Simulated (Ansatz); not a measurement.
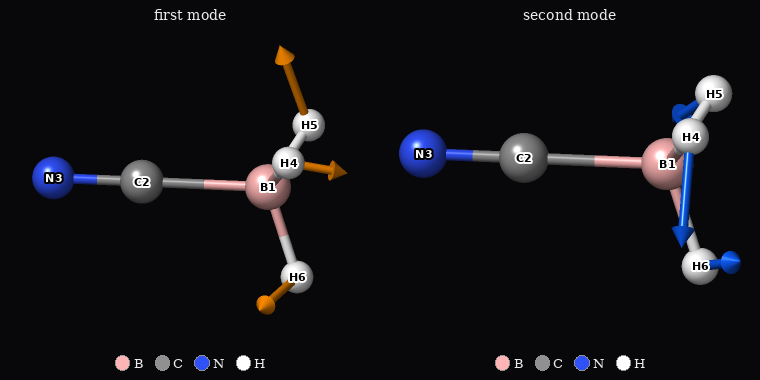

The system is CH3BN, spin multiplicity 2; the picture shows the reference structure; its two panels give the patterns of the first and the second mode as arrows. Coordinates scanned: (1) normal mode 7 (1247 cm⁻¹, of the parent); (2) normal mode 8 (1247 cm⁻¹, of the parent). Nothing is relaxed (straight displacements along the two mass-weighted modes). The grid has 15 × 15 points. Points are written as (first, second). All energies are given in kcal/mol relative to the ion of charge +0 at the geometry of the relaxed parent of charge -1. Near the degeneracy a single determinant is a rough description. Level of theory: Ansatz, UHF/def2-SVPD.

Its coordinates:

```
atom    x (Å)    y (Å)    z (Å)
   B  -0.0081  -0.0008  -0.5392
   C   0.0162   0.0017   1.0884
   N   0.0334   0.0035   2.2320
   H   1.1562   0.0041  -0.9445
   H  -0.6038   1.0091  -0.9200
   H  -0.5940  -1.0177  -0.9168
```

Range: normal mode 7 (1247 cm⁻¹, of the parent) from −0.698 to 0.698 amu½·Å; normal mode 8 (1247 cm⁻¹, of the parent) from −0.698 to 0.698 amu½·Å.

### What landscape does the calculation give?

The lowest grid point is at (0.299 amu½·Å, 0.498 amu½·Å), −16.7 kcal/mol from the ion of charge +0 at the geometry of the relaxed parent of charge -1; the map holds 3 wells of about this depth. The highest grid point, (−0.698 amu½·Å, −0.698 amu½·Å), lies 20.7 kcal/mol above the lowest. On the interpolated surface the easiest way out of the lowest well to a well of about the same depth near (−0.598 amu½·Å, 0.000 amu½·Å) passes a barrier of about 6.4 kcal/mol.

```tsv
second ↓, first →	−0.698	−0.598	−0.498	−0.399	−0.299	−0.199	−0.100	0.000	0.100	0.199	0.299	0.399	0.498	0.598	0.698
0.698	3.8	1.4	−0.6	−2.7	−5.0	−7.5	−10.0	−12.1	−13.7	−14.5	−14.5	−13.5	−11.5	−8.6	−4.7
0.598	−1.4	−3.5	−4.9	−6.1	−7.5	−9.4	−11.4	−13.4	−15.0	−16.0	−16.2	−15.5	−13.8	−11.1	−7.4
0.498	−5.9	−7.6	−8.4	−8.8	−9.3	−10.2	−11.8	−13.5	−15.1	−16.2	−16.7	−16.2	−14.8	−12.4	−8.9
0.399	−9.5	−10.9	−11.3	−10.9	−10.4	−10.3	−11.1	−12.5	−14.0	−15.3	−16.0	−15.8	−14.8	−12.6	−9.4
0.299	−12.3	−13.4	−13.4	−12.5	−11.1	−9.8	−9.5	−10.4	−11.9	−13.4	−14.4	−14.6	−13.8	−12.0	−9.0
0.199	−14.3	−15.2	−14.9	−13.6	−11.4	−9.1	−7.4	−7.5	−9.0	−10.8	−12.1	−12.7	−12.3	−10.8	−8.1
0.100	−15.5	−16.3	−15.8	−14.2	−11.6	−8.4	−5.2	−3.9	−5.6	−8.1	−10.0	−10.9	−10.8	−9.5	−7.1
0.000	−15.8	−16.6	−16.1	−14.4	−11.7	−8.1	−3.9	0.0	−3.8	−6.8	−9.0	−10.1	−10.1	−9.0	−6.6
−0.100	−15.4	−16.3	−15.8	−14.2	−11.6	−8.4	−5.2	−3.9	−5.6	−8.1	−9.9	−10.9	−10.8	−9.5	−7.0
−0.199	−14.2	−15.2	−14.9	−13.5	−11.4	−9.1	−7.4	−7.5	−9.0	−10.8	−12.1	−12.6	−12.2	−10.7	−8.0
−0.299	−12.2	−13.4	−13.3	−12.4	−11.0	−9.8	−9.5	−10.4	−11.9	−13.4	−14.3	−14.5	−13.7	−11.9	−8.9
−0.399	−9.4	−10.8	−11.2	−10.9	−10.4	−10.3	−11.1	−12.5	−14.1	−15.3	−16.0	−15.8	−14.7	−12.5	−9.3
−0.498	−5.8	−7.5	−8.3	−8.8	−9.3	−10.3	−11.8	−13.6	−15.2	−16.3	−16.6	−16.2	−14.8	−12.3	−8.8
−0.598	−1.3	−3.3	−4.8	−6.1	−7.6	−9.4	−11.5	−13.5	−15.1	−16.0	−16.2	−15.4	−13.7	−11.0	−7.3
−0.698	4.0	1.5	−0.6	−2.7	−5.1	−7.6	−10.1	−12.2	−13.8	−14.6	−14.5	−13.5	−11.5	−8.5	−4.6
```

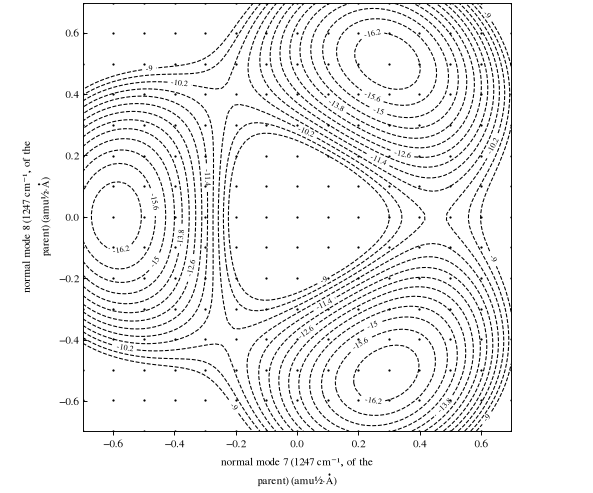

Drawn: contour lines labelled in kcal/mol (none above −9), dots at the grid points. Between grid points the surface is interpolated.

Time for the 225 points that were run: 8 min on 1 thread of Arm Neoverse V2, with other jobs on the host.
